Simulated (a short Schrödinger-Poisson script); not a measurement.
Structure: MOS inversion layer, Si3N4 on p-type Si(100), at 400 K.

```csv
layer,material,thickness (nm),Na (cm⁻³)
1,Si3N4,3,-
2,Si,720,3.6e17
```

Constants are typed, rounded textbook-type inputs, not results; the design itself was drawn at random and stands for no fabricated device. Si3N4: permittivity 7.5, conduction-band edge (eV) 1.95, gap (eV) 5.1, electron mass (mₑ) 0.5. Si: permittivity 11.7, conduction-band edge (eV) 0, gap (eV) 1.124, Nv at 300 K (cm⁻³) 3.1e19.

Channel valleys (confinement mass, in-plane density-of-states mass, number): Δ2 0.916, 0.19, 2; Δ4 0.19, 0.417, 4. At the gate the conduction-band edge of layer 1 lies 2.15 eV − eVg above the Fermi level of the channel; the field vanishes at the back. Gaps are held at their typed values at every temperature. Mesh 0.03 nm at interfaces.

Solved with a short Schrödinger-Poisson script written for these runs: 1D Poisson equation in equilibrium, electrons quantum, Hartree (BenDaniel-Duke, 12 states a valley, the channel's in-plane mass for all, wave functions free to enter the dielectric), parabolic valleys, classical holes, full ionisation, no traps, pinning or gate leakage.

Only gate voltages with over 1e8 electrons/cm² are shown.

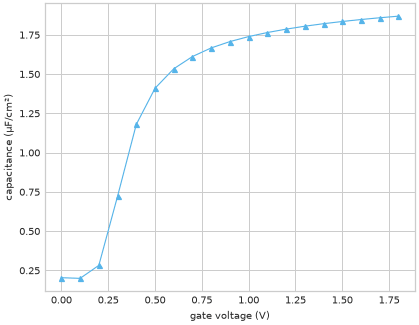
Figure. Quasi-static capacitance against gate voltage

```
Vg (V)  electrons (cm⁻²)  C (μF/cm²)  Δ2 E0 (meV)  Δ2 E1 (meV)  Δ4 E0 (meV)  Δ4 E1 (meV)
------  ----------------  ----------  -----------  -----------  -----------  -----------
0                 2.12e8       0.203        388.0        438.7        425.0        508.5
0.2              3.03e10       0.282        213.9        269.8        254.3        346.7
0.4              7.99e11        1.18         96.8        160.6        142.2        243.2
0.6              2.50e12        1.53         51.6        125.8        103.7        212.7
0.8              4.50e12        1.67         25.7        110.0         84.0        200.0
1                6.63e12        1.74          7.1        100.7         70.7        193.0
1.2              8.83e12        1.79         -8.0         94.4         60.6        188.5
1.4              1.11e13        1.82        -20.8         89.8         52.2        185.4
1.6              1.34e13        1.85        -32.2         86.3         44.9        183.2
1.8              1.57e13        1.87        -42.6         83.5         38.3        181.6
```

Subbands count from the Fermi level.
